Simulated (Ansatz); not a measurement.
**FGaH3OSi radical: basis-set convergence**

Aim: see how fast density functionals converge with the basis set for FGaH3OSi radical.

Method: one geometry, several basis sets; program: Ansatz 0.2.0, Gaussian basis.

Plan: PBE0-D4/def2-SVP; ωB97M-V/def2-SVP; PBE0-D4/def2-QZVPP; ωB97M-V/def2-QZVPP; the functionals' def2-TZVPP values are taken from earlier runs.

### Step 1. The geometry

All runs share one geometry, relaxed beforehand with PBE0-D4 in a triple-zeta def2 set.

SMILES `[F][Ga][O][SiH3]`, 7 atoms, charge 0, spin multiplicity 2.

Atoms are counted from 1 here; the program's logs count them from 0.

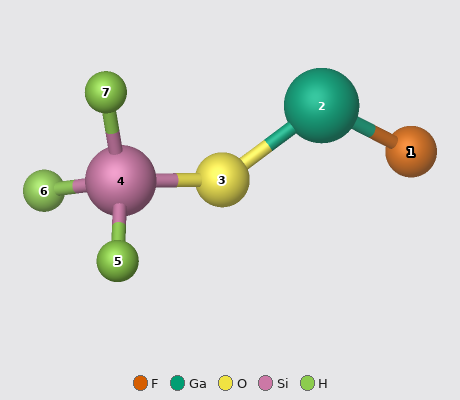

The structure; fluorine orange, gallium teal, oxygen yellow, silicon pink, hydrogen green; atoms are numbered from 1 in the order of the file.

### Step 2. PBE0-D4 in def2-SVP

The input, in.yaml:

```yaml
crystal:
  periodic: [false, false, false]
  atoms:
    - {symbol: F, position_ang: [-2.575045, 2.179839, 0.952517]}
    - {symbol: Ga, position_ang: [-1.132817, 1.232228, 1.292017]}
    - {symbol: O, position_ang: [-0.476285, 0.318879, -0.090225]}
    - {symbol: Si, position_ang: [0.759363, -0.696242, -0.451268]}
    - {symbol: H, position_ang: [1.591262, -0.099069, -1.527454]}
    - {symbol: H, position_ang: [0.212079, -1.997068, -0.915326]}
    - {symbol: H, position_ang: [1.621443, -0.938567, 0.739739]}
basis:
  gaussian: {orbitals: def2-SVP}
magnetization: {spin_polarized: true, initial_magnetization: 1}
hamiltonian: {xc: pbe0, dispersion: d4}
output: {orbitals: {seedname: orbitals}}
```

Run with:

```sh
ansatz run in.yaml --threads 4 --pin off --events-out ev --progress --plain --max-ram 10444MiB
```

Standard output:

```text
Functional definition: PBE0
  name "PBE0"
  cite "Adamo & Barone, J. Chem. Phys. 110, 6158 (1999) doi:10.1063/1.478522"
  cite "Perdew, Burke & Ernzerhof, Phys. Rev. Lett. 77, 3865 (1996) doi:10.1103/PhysRevLett.77.3865"
  parent pbe
  parameter a = 0.25
  parameter kappa = 0.804
  parameter beta = 0.06672455060314922
  exchange = (1 - a)*pbe_x(kappa = kappa, mu = beta*pi^2/3) + a*exact_x
  correlation = pbe_c(beta = beta)
891 factors; integrals over basis functions are off by at most 1.1e-3 eV
mean field evaluation 1: about -65034.9956 eV, gradient 4.4e1 eV
mean field evaluation 2: about -65001.8690 eV, gradient 9.9e1 eV
mean field evaluation 4: about -65041.7366 eV, gradient 9.2e0 eV
mean field evaluation 8: about -65042.0529 eV, gradient 1.9e-1 eV
mean field evaluation 16: about -65042.0532 eV, gradient 1.0e-4 eV
mean field -65042.05317010 eV, -2390.2513669140 hartree, gradient 2.8e-5 eV, S^2 0.752665; 0 other end points of the search recorded, 0 dependent functions left out
reference -65042.05320111 eV, -2390.2513680536 hartree; 33, 32 occupied and 60, 61 virtual orbitals, 891 factors
Total energy: -65042.16907774 eV, -2390.2556264413 hartree
```

Wall time 0.85 s (4 threads of Intel Xeon 6975P-C, shared host).

### Step 3. ωB97M-V in def2-SVP

in.yaml, as its differences from that of step 2:

```diff
@@ -13,3 +13,3 @@
 magnetization: {spin_polarized: true, initial_magnetization: 1}
-hamiltonian: {xc: pbe0, dispersion: d4}
+hamiltonian: {xc: {name: wB97M-V}}
 output: {orbitals: {seedname: orbitals}}
```

The command is unchanged.

Standard output (excerpt; [...] marks lines left out):

```text
Functional definition: wB97M-V
  name "wB97M-V"
  cite "Mardirossian & Head-Gordon, J. Chem. Phys. 144, 214110 (2016) doi:10.1063/1.4952647"
  cite "Becke, J. Chem. Phys. 107, 8554 (1997) doi:10.1063/1.475007"
  cite "Vydrov & Van Voorhis, J. Chem. Phys. 133, 244103 (2010) doi:10.1063/1.3521275"
  # Of w^i u^j: cxij and so on, Table III.
[...]
  gx(w, u) = 1 - cx + cx01*u + cx10*w
  gss(w, u) = css00 + css04*u^4 + css10*w + css20*w^2 + css43*w^4*u^3
  gos(w, u) = cos00 + cos10*w + (cos20 + cos21*u)*w^2 + (cos60 + cos61*u)*w^6
[...]
      + integral(e_c_pw_mod_opposite_spin*gos(b97_w_opposite, b97_u_opposite)) + vv10(b, c)
891 factors; integrals over basis functions are off by at most 1.1e-3 eV
255 factors; integrals over basis functions are off by at most 5.5e-6 eV
[...]
mean field -65052.31812484 eV, -2390.6285970428 hartree, gradient 5.4e-5 eV, S^2 0.752845; 0 other end points of the search recorded, 0 dependent functions left out
reference -65052.31817169 eV, -2390.6285987648 hartree; 33, 32 occupied and 60, 61 virtual orbitals, 891 factors
Total energy: -65052.31817169 eV, -2390.6285987648 hartree
```

Wall time 2.9 s (4 threads of Intel Xeon 6975P-C, shared host).

### Step 4. PBE0-D4 in def2-QZVPP

in.yaml, as its differences from that of step 3:

```diff
@@ -11,5 +11,5 @@
 basis:
-  gaussian: {orbitals: def2-SVP}
+  gaussian: {orbitals: "def2-QZVPP.json"}
 magnetization: {spin_polarized: true, initial_magnetization: 1}
-hamiltonian: {xc: {name: wB97M-V}}
+hamiltonian: {xc: pbe0, dispersion: d4}
 output: {orbitals: {seedname: orbitals}}
```

The command is unchanged.

Standard output:

```text
Functional definition: PBE0
  name "PBE0"
  cite "Adamo & Barone, J. Chem. Phys. 110, 6158 (1999) doi:10.1063/1.478522"
  cite "Perdew, Burke & Ernzerhof, Phys. Rev. Lett. 77, 3865 (1996) doi:10.1103/PhysRevLett.77.3865"
  parent pbe
  parameter a = 0.25
  parameter kappa = 0.804
  parameter beta = 0.06672455060314922
  exchange = (1 - a)*pbe_x(kappa = kappa, mu = beta*pi^2/3) + a*exact_x
  correlation = pbe_c(beta = beta)
1512 factors; their error is unknown
mean field evaluation 1: about -65050.5330 eV, gradient 5.2e1 eV
mean field evaluation 2: about -65001.2121 eV, gradient 1.2e2 eV
mean field evaluation 4: about -65058.8081 eV, gradient 1.3e1 eV
mean field evaluation 8: about -65059.2917 eV, gradient 2.7e-1 eV
mean field evaluation 16: about -65059.4513 eV, gradient 2.7e-4 eV
mean field -65059.45133662 eV, -2390.8907377410 hartree, gradient 2.9e-5 eV, S^2 0.752778; 0 other end points of the search recorded, 0 dependent functions left out
reference -65059.45137702 eV, -2390.8907392256 hartree; 33, 32 occupied and 330, 331 virtual orbitals, 1512 factors
Total energy: -65059.56725366 eV, -2390.8949976133 hartree
```

Run time: 6.5 s. Hardware: 4 threads of Intel Xeon 6975P-C, shared host; peak memory 1.5 GiB.

### Step 5. ωB97M-V in def2-QZVPP

in.yaml, as its differences from that of step 4:

```diff
@@ -13,3 +13,3 @@
 magnetization: {spin_polarized: true, initial_magnetization: 1}
-hamiltonian: {xc: pbe0, dispersion: d4}
+hamiltonian: {xc: {name: wB97M-V}}
 output: {orbitals: {seedname: orbitals}}
```

Launched as before.

Standard output (excerpt; [...] marks lines left out):

```text
Functional definition: wB97M-V
  name "wB97M-V"
  cite "Mardirossian & Head-Gordon, J. Chem. Phys. 144, 214110 (2016) doi:10.1063/1.4952647"
  cite "Becke, J. Chem. Phys. 107, 8554 (1997) doi:10.1063/1.475007"
  cite "Vydrov & Van Voorhis, J. Chem. Phys. 133, 244103 (2010) doi:10.1063/1.3521275"
  # Of w^i u^j: cxij and so on, Table III.
[...]
  gx(w, u) = 1 - cx + cx01*u + cx10*w
  gss(w, u) = css00 + css04*u^4 + css10*w + css20*w^2 + css43*w^4*u^3
  gos(w, u) = cos00 + cos10*w + (cos20 + cos21*u)*w^2 + (cos60 + cos61*u)*w^6
[...]
      + integral(e_c_pw_mod_opposite_spin*gos(b97_w_opposite, b97_u_opposite)) + vv10(b, c)
1487 factors; their error is unknown
290 factors; integrals over basis functions are off by at most 1.3e-5 eV
[...]
mean field -65069.73260788 eV, -2391.2685674906 hartree, gradient 2.5e-5 eV, S^2 0.752994; 0 other end points of the search recorded, 0 dependent functions left out
reference -65069.73267141 eV, -2391.2685698254 hartree; 33, 32 occupied and 330, 331 virtual orbitals, 1487 factors
Total energy: -65069.73267141 eV, -2391.2685698254 hartree
```

Wall time 12 s (4 threads of Intel Xeon 6975P-C, shared host); peak memory 1.9 GiB.

### Step 6. Density functionals: the series

The def2-TZVPP values come from earlier runs at the same geometry.

| functional | basis | functions | energy (eV) | from the largest (eV) | HOMO (eV) | LUMO (eV) |
| --- | --- | --- | --- | --- | --- | --- |
| PBE0-D4 | def2-SVP | 93 | -65042.1691 | 17.398 | -7.18 | -3.88 |
| PBE0-D4 | def2-TZVPP | 194 | -65057.8030 | 1.764 | -7.25 | -3.92 |
| PBE0-D4 | def2-QZVPP | 363 | -65059.5673 | 0.000 | -7.28 | -3.96 |
| ωB97M-V | def2-SVP | 93 | -65052.3182 | 17.414 | -9.29 | -2.18 |
| ωB97M-V | def2-TZVPP | 194 | -65068.0528 | 1.680 | -9.37 | -2.20 |
| ωB97M-V | def2-QZVPP | 363 | -65069.7327 | 0.000 | -9.42 | -2.30 |

### Step 7. Outcome

```
                                       quantity           value
PBE0-D4: double and triple zeta above quadruple  17.40, 1.76 eV
ωB97M-V: double and triple zeta above quadruple  17.41, 1.68 eV
```

In words: For PBE0-D4 the step from double to triple zeta gains 15.63 eV and the next only 1.76 eV. These are total energies; as a rule much of such shifts cancels in differences, which this series doesn't test.

For PBE0-D4 the largest set took about 8 times as long as the smallest (6.5 s against 0.85 s).
